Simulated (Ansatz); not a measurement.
Consider SrO in the rock salt structure (space group Fm-3m, No. 225; a = 5.1224 Å). Axes: x, y, z lie along the cube axes.

One thing is altered: uniaxial strain ε_zz = +2.50 %, all other strain components held at zero, atoms relaxed at fixed cell.

All numbers come from Ansatz (an electronic-structure program), PBEsol, PAW, cutoff 420 eV, without spin-orbit coupling.

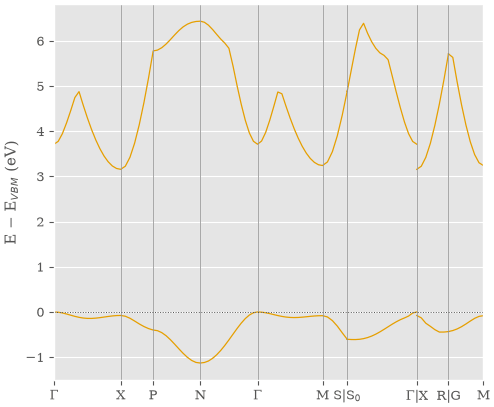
Figure. Highest valence and lowest conduction band along the path of the changed cell's own zone

Task: Read the changed gap and its character from the plot.

Result: About 3.2 eV, indirect, Γ → X.

Stability against distortions was not tested. k-point labels follow each cell's own Brillouin zone.
